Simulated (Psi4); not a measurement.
# AlNH2F (SMILES [NH2][Al][F]) at UMP2/cc-pCVTZ (density fitting, density fitting for correlation, sweep point 1)

Aim: the vertical doublet–quartet gap of AlNH2F at UMP2/cc-pCVTZ (density fitting, density fitting for correlation, sweep point 1), from 2 runs. 

The calculation is run with Psi4 1.11.

## Step 1: Starting point

AlNH2F: 5 atoms, total charge 0, spin state doublet. As SMILES, `[NH2][Al][F]`. The shape is that of a PBE0-D4/def2-TZVP optimisation. This is one conformer, not always the lowest.

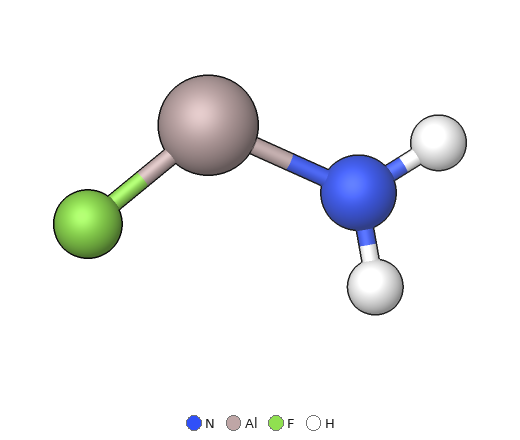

The structure, seen from a chosen angle (nitrogen blue, aluminium light grey, fluorine green, hydrogen white).

## Step 2: A single-point energy at UMP2/cc-pCVTZ (density fitting, density fitting for correlation, sweep point 1)

Contents of calc.in:

```
memory 1600 mb

molecule m {
  0 2
  N     -0.384700     0.499000    -0.263800
  Al     0.632000    -0.282800     0.949500
  F      1.228700    -1.786800     0.590000
  H     -0.804300     1.408300    -0.162700
  H     -0.621700     0.088600    -1.154400
  symmetry c1
}

set {
  reference       uhf
  puream          true
  scf_type        df
  num_frozen_docc 7
  maxiter         150
}

energy("mp2/cc-pCVTZ")
```

The run is started by

```bash
$ psi4 -n 1 calc.in calc.out
```

calc.out:

```text
[...]
  Running in c1 symmetry.
[...]
  Nuclear repulsion =   91.986394529846010
[...]
  Multiplicity = 2
[...]
  Nalpha       = 16
  Nbeta        = 15
[...]
    Number of basis functions: 173
[...]
   @DF-UHF iter   1:  -396.96089432613439   -9.67481e-01   3.73706e-03 ADIIS/DIIS
[...]
   @DF-UHF iter  14:  -397.13244527137670   -1.17666e-11   4.89184e-09 DIIS
[...]
   @S^2 Observed:                7.521720019E-01
[...]
    Orbital Energies [Eh]
    ---------------------
    Alpha Occupied:
       1A    -58.493311     2A    -26.240107     3A    -15.531524
       4A     -4.906501     5A     -3.222295     6A     -3.218320
       7A     -3.217618     8A     -1.529416     9A     -1.116889
      10A     -0.674677    11A     -0.649569    12A     -0.615426
      13A     -0.609766    14A     -0.582424    15A     -0.408461
      16A     -0.327975
    Alpha Virtual:
      17A      0.065145    18A      0.117363    19A      0.124438
      20A      0.189436    21A      0.202021    22A      0.223435
      23A      0.275384    24A      0.297202    25A      0.316563
[...]
  @DF-UHF Final Energy:  -397.13244527137670
   => Energetics <=
    Nuclear Repulsion Energy =             91.9863945298460095
    One-Electron Energy =                -735.9806973043225753
    Two-Electron Energy =                 246.8618575030998272
    Total Energy =                       -397.1324452713766959
  UHF NO Occupations:
  HONO-2 :   14  A 1.9995498
  HONO-1 :   15  A 1.9994976
[...]
 Multipole Moments:
 ------------------------------------------------------------------------------------
     Multipole            Electronic (a.u.)      Nuclear  (a.u.)        Total (a.u.)
 ------------------------------------------------------------------------------------
 L = 1.  Multiply by 2.5417464519 to convert [e a0] to [Debye]
 Dipole X            :          2.6485058           -3.0816253           -0.4331195
 Dipole Y            :         -2.5661473            3.3503810            0.7842338
 Dipole Z            :          2.6175729           -2.6717854           -0.0542126
 Magnitude           :                                                    0.8975266
[...]
```

It took 3.3 s on 1 thread of Intel Xeon Gold 6455B (Sapphire Rapids), shared host; peak memory 0.4 GiB.

## Step 3: The quartet, same level

Contents of input.in:

```
memory 1600 mb

molecule molecule1 {
  0 4
  N     -0.384700     0.499000    -0.263800
  Al     0.632000    -0.282800     0.949500
  F      1.228700    -1.786800     0.590000
  H     -0.804300     1.408300    -0.162700
  H     -0.621700     0.088600    -1.154400
  symmetry c1
}

set {
  reference uhf
  puream true
  scf_type df
  num_frozen_docc 7
  maxiter 150
}

E, wfn = energy("mp2/cc-pCVTZ", return_wfn=True)
print_variables()
```

The run is started by

```bash
$ psi4 input.in input.out -n 1
```

input.out:

```text
[...]
  Running in c1 symmetry.
[...]
  Nuclear repulsion =   91.986394529846010
[...]
  Multiplicity = 4
[...]
  Nalpha       = 17
  Nbeta        = 14
[...]
    Number of basis functions: 173
[...]
   @DF-UHF iter   1:  -396.87243217310612   -8.79019e-01   2.80184e-03 ADIIS/DIIS
[...]
   @DF-UHF iter  13:  -396.97808299256081   -1.17666e-11   3.94956e-09 DIIS
[...]
   @S^2 Observed:                3.760034271E+00
[...]
    Orbital Energies [Eh]
    ---------------------
    Alpha Occupied:
       1A    -58.469037     2A    -26.213296     3A    -15.726042
       4A     -4.885557     5A     -3.202179     6A     -3.199999
       7A     -3.197430     8A     -1.505976     9A     -1.331182
      10A     -0.814230    11A     -0.756056    12A     -0.686028
      13A     -0.638150    14A     -0.596568    15A     -0.585581
      16A     -0.333806    17A     -0.180949
    Alpha Virtual:
      18A      0.069064    19A      0.112140    20A      0.141192
      21A      0.154875    22A      0.225549    23A      0.257683
      24A      0.278220    25A      0.303270    26A      0.318383
[...]
  @DF-UHF Final Energy:  -396.97808299256081
   => Energetics <=
    Nuclear Repulsion Energy =             91.9863945298460095
    One-Electron Energy =                -734.8592475560013781
    Two-Electron Energy =                 245.8947700335945115
    Total Energy =                       -396.9780829925608145
  UHF NO Occupations:
  HONO-2 :   15  A 1.0000000
  HONO-1 :   16  A 1.0000000
[...]
 Multipole Moments:
 ------------------------------------------------------------------------------------
     Multipole            Electronic (a.u.)      Nuclear  (a.u.)        Total (a.u.)
 ------------------------------------------------------------------------------------
 L = 1.  Multiply by 2.5417464519 to convert [e a0] to [Debye]
 Dipole X            :          1.4003080           -3.0816253           -1.6813173
 Dipole Y            :         -1.8553721            3.3503810            1.4950090
 Dipole Z            :          0.8727303           -2.6717854           -1.7990551
 Magnitude           :                                                    2.8807081
[...]
```

Run time: 3.3 s. Hardware: 1 thread of Intel Xeon Gold 6455B (Sapphire Rapids), shared host; peak memory 0.4 GiB.

## Step 4: Summary of results

Level: UMP2/cc-pCVTZ (density fitting, density fitting for correlation, sweep point 1), 7 core orbitals frozen.

| quantity | value |
| --- | --- |
| doublet: total energy | -397.66599 Eh |
| doublet: HOMO energy (Hartree–Fock orbitals) (highest over α and β) | -8.92 eV |
| doublet: LUMO energy (Hartree–Fock orbitals) (lowest over α and β) | 0.85 eV |
| doublet: correlation energy (7 core orbitals frozen) | -533.5 mEh |
| doublet: ⟨S²⟩ of the reference determinant | 0.752 |
| quartet: total energy | -397.45759 Eh |
| quartet: HOMO energy (Hartree–Fock orbitals) (highest over α and β) | -4.92 eV |
| quartet: LUMO energy (Hartree–Fock orbitals) (lowest over α and β) | -0.76 eV |
| quartet: correlation energy (7 core orbitals frozen) | -479.5 mEh |
| quartet: ⟨S²⟩ of the reference determinant | 3.760 |
| vertical energy of the quartet above the doublet | 5.671 eV |

In words: At this shape the quartet lies 5.67 eV (131 kcal/mol) above the doublet.
